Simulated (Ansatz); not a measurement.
Single-point calculation, with input and output: C$_{2}$H$_{7}$AlFN

The run: single-point calculation of C$_{2}$H$_{7}$AlFN, SMILES [CH3][Al]([F])[CH2]N. Method and program: RKS PBE0-D4/def2-TZVPP (Ansatz 0.2.0).

The geometry comes from this level: PBE0-D4/def2-TZVP.

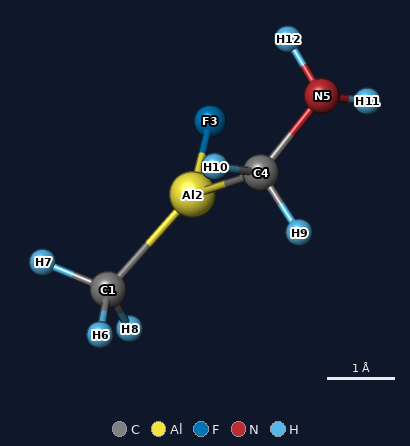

The structure as given in the input (ball-and-stick view, seen at a tilt; atoms are numbered from 1 in the order of the input). Sticks mark near contacts. Bond lengths as drawn: Al–C 1.94 to 1.97 Å, Al–F 1.66 Å, C–H 1.09 to 1.10 Å, C–N 1.47 Å and H–N 1.01 Å.

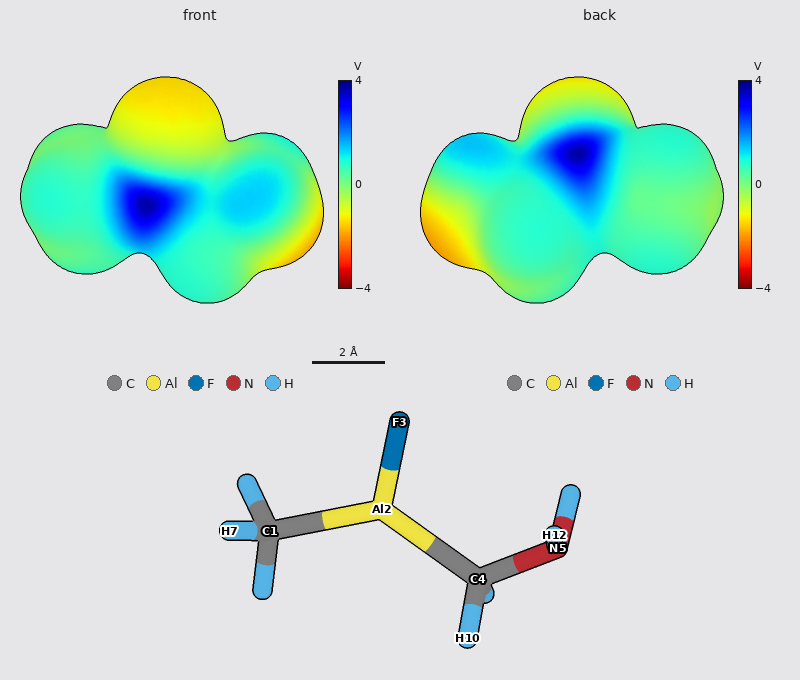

The molecular electrostatic potential painted on the density surface at 0.002 e/bohr³, seen at a tilt and from behind; red is negative and blue positive. The bare structure is drawn below in the same view.

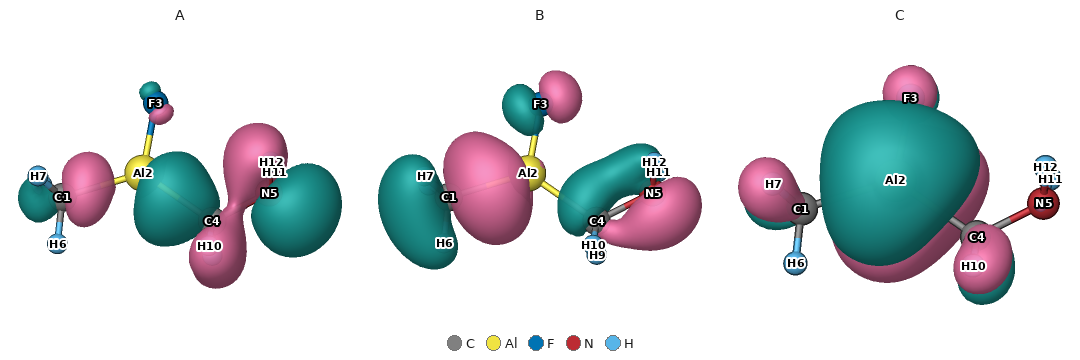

Three frontier orbitals at ±0.08 Å⁻³ᐟ² (teal and pink are the two phases). B is the HOMO−1 (−8.80 eV). Its weight (Hirshfeld) is mainly on C1 (40 %), Al2 (20 %) and N5 (10 %). A is the HOMO (−6.12 eV). It lies mainly on N5 (50 %), C4 (20 %) and Al2 (10 %). C is the LUMO (−0.45 eV). Its weight (Hirshfeld) is mainly on Al2 (70 %). The HOMO–LUMO gap is 5.67 eV between the orbital energies.

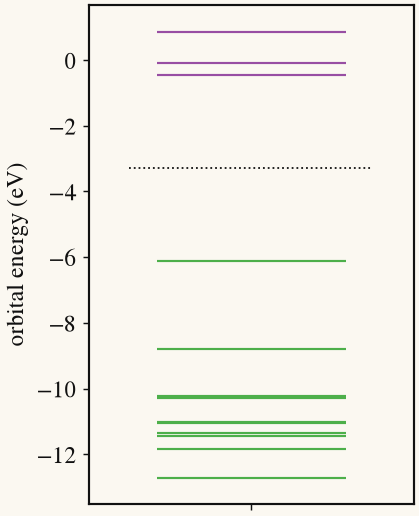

Orbital energies near the frontier; the dotted line parts filled from empty levels, and levels within 0.02 eV of each other stand side by side. Highest filled −6.12 eV, lowest empty −0.45 eV, 5.67 eV apart.

The input and output of the run follow.

## Input file
```yaml
crystal:
  periodic: [false, false, false]
  atoms:
    - {symbol: C, position_ang: [-2.133207, 0.747997, 0.464008]}
    - {symbol: Al, position_ang: [-0.206058, 0.552514, 0.293382]}
    - {symbol: F, position_ang: [0.730699, 1.793448, 0.878341]}
    - {symbol: C, position_ang: [0.806104, -0.946692, -0.492880]}
    - {symbol: N, position_ang: [2.276652, -0.855837, -0.517673]}
    - {symbol: H, position_ang: [-2.681014, -0.105538, 0.057138]}
    - {symbol: H, position_ang: [-2.421005, 0.862671, 1.513914]}
    - {symbol: H, position_ang: [-2.479843, 1.647856, -0.054067]}
    - {symbol: H, position_ang: [0.457166, -1.121065, -1.519206]}
    - {symbol: H, position_ang: [0.529792, -1.877881, 0.019342]}
    - {symbol: H, position_ang: [2.564986, -0.030725, -1.029438]}
    - {symbol: H, position_ang: [2.632727, -0.721948, 0.421040]}
basis:
  gaussian: {orbitals: def2-TZVPP}
hamiltonian: {xc: pbe0, dispersion: d4}
output: {orbitals: {seedname: orbitals}}
```

Command:
```bash
ansatz run in.yaml --threads 4 --pin off --events-out ev --progress --plain --max-ram 10444MiB
```

## What the program printed
```
Functional definition: PBE0
  name "PBE0"
  cite "Adamo & Barone, J. Chem. Phys. 110, 6158 (1999) doi:10.1063/1.478522"
  cite "Perdew, Burke & Ernzerhof, Phys. Rev. Lett. 77, 3865 (1996) doi:10.1103/PhysRevLett.77.3865"
  parent pbe
  parameter a = 0.25
  parameter kappa = 0.804
  parameter beta = 0.06672455060314922
  exchange = (1 - a)*pbe_x(kappa = kappa, mu = beta*pi^2/3) + a*exact_x
  correlation = pbe_c(beta = beta)
1384 factors; their error is unknown
mean field evaluation 1: about -12973.0223 eV, gradient 8.3e1 eV
mean field evaluation 2: about -12963.4262 eV, gradient 1.1e2 eV
mean field evaluation 4: about -12986.8193 eV, gradient 5.0e0 eV
mean field evaluation 8: about -12986.8876 eV, gradient 4.3e-1 eV
mean field evaluation 16: about -12986.8879 eV, gradient 2.9e-5 eV
mean field -12986.88787050 eV, -477.2593264121 hartree, gradient 2.9e-5 eV, S^2 0.000000; 0 other end points of the search recorded, 0 dependent functions left out
reference -12986.88790556 eV, -477.2593277005 hartree; 24, 24 occupied and 240, 240 virtual orbitals, 1384 factors
Total energy: -12987.05293643 eV, -477.2653924732 hartree
```

## Summary

| quantity | value |
| --- | --- |
| outcome | converged |
| total energy | −12987.0529 eV |
| mean-field energy | −12986.8879 eV |
| dispersion energy | −0.1650 eV |
| SCF solution under orbital rotations | stable |
| HOMO | −6.12 eV |
| LUMO | −0.45 eV |
| hardware | 4 threads of Arm Neoverse V1, 23 GiB of memory available, shared host |
| wall time | 2.7 s (CPU time 9.8 s) |
| peak memory | 0.61 GiB |
